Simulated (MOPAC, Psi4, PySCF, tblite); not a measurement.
Intermolecular potential of CO2 ··· CH4S (SMILES O=C=O and CS). Monomers: optimised at B3LYP-D3(BJ) (def2-TZVP), held rigid. Orientation: a higher rigid-body minimum at GFN2-xTB. R is the distance of the centres of mass, along which the second monomer moves.

Geometry at R = 4.55 Å (first 3 atoms: monomer A):
```
9

O     -1.1223     0.2923     0.0000
C      0.0000     0.0000     0.0000
O      1.1223    -0.2923     0.0000
C      3.3051    -4.0270     1.9200
S      1.8859    -2.9266     2.2344
H      3.1621    -4.8953     2.5608
H      3.3281    -4.3564     0.8835
H      4.2444    -3.5466     2.1852
H      2.2391    -1.9530     1.3797
```

Methods: HF/aug-cc-pVDZ, counterpoise-corrected (Psi4); GFN2-xTB (tblite); SAPT0/jun-cc-pVDZ, frozen core (Psi4); RKS-B3LYP/3-21G = restricted B3LYP/3-21G, no counterpoise correction (PySCF); PM7, restricted, heats of formation (MOPAC).

Interaction energies in kcal/mol (negative: bound); R is the distance of the centres of mass, d the O3···H9 distance.

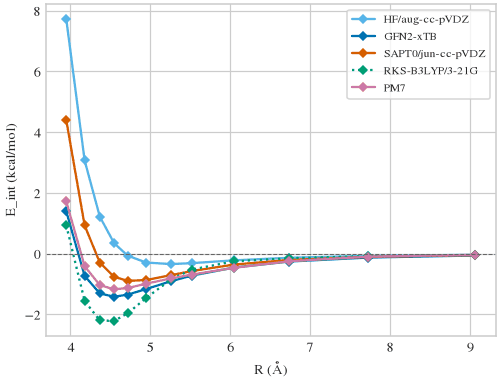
Figure. Interaction energy against separation.

```
R / Å  d / Å  HF/aug-cc-pVDZ  GFN2-xTB  SAPT0/jun-cc-pVDZ  RKS-B3LYP/3-21G    PM7
-----  -----  --------------  --------  -----------------  ---------------  -----
3.95    1.84            7.73      1.40               4.40             0.93   1.72
4.18    2.06            3.07     -0.73               0.93            -1.56  -0.41
4.37    2.25            1.22     -1.31              -0.29            -2.20  -1.03
4.55    2.43            0.34     -1.42              -0.76            -2.21  -1.17
4.72    2.60           -0.07     -1.35              -0.90            -1.96  -1.13
4.95    2.83           -0.29     -1.16              -0.87            -1.46  -0.99
5.26    3.14           -0.34     -0.91              -0.71            -0.85  -0.81
5.52    3.40           -0.31     -0.72              -0.57            -0.52  -0.69
6.05    3.92           -0.22     -0.45              -0.36            -0.25  -0.46
6.74    4.61           -0.13     -0.26              -0.20            -0.15  -0.25
7.73    5.60           -0.07     -0.13              -0.10            -0.08  -0.10
9.07    6.94           -0.03     -0.06              -0.05            -0.04  -0.04
```

Lowest grid point: HF/aug-cc-pVDZ -0.34 kcal/mol at R = 5.26 Å; GFN2-xTB -1.42 kcal/mol at R = 4.55 Å; SAPT0/jun-cc-pVDZ -0.90 kcal/mol at R = 4.72 Å; RKS-B3LYP/3-21G -2.21 kcal/mol at R = 4.55 Å; PM7 -1.17 kcal/mol at R = 4.55 Å.
